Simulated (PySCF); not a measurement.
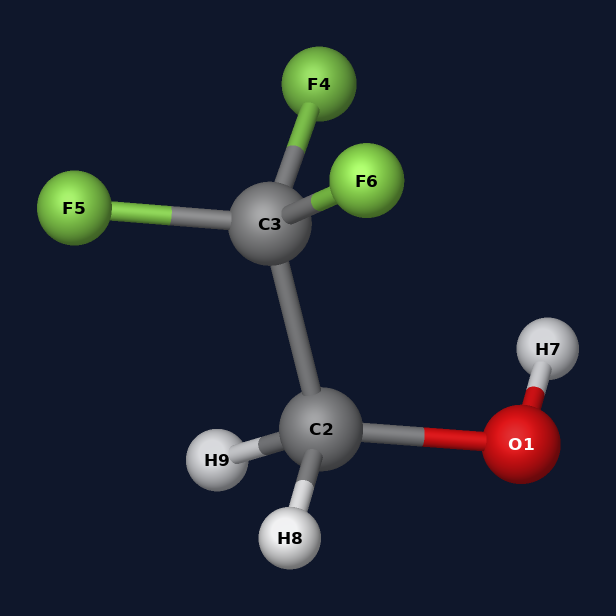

The geometry was computed by an optimisation with PBE0-D3(BJ)/def2-SVP. No frequency run is at hand to confirm it as a minimum. Electric field gradients from the ground-state density, HF/pcJ-1 (PySCF 2.14.0), non-relativistic apart from any core potentials.

Give the largest field-gradient component, the quadrupole coupling constant and the asymmetry for 17O at O1 (Q = −25.6 mb).

```tsv
atom	V_zz (a.u.)	e²qQ/h (MHz)	η
O1	−1.982	11.92	0.94
```
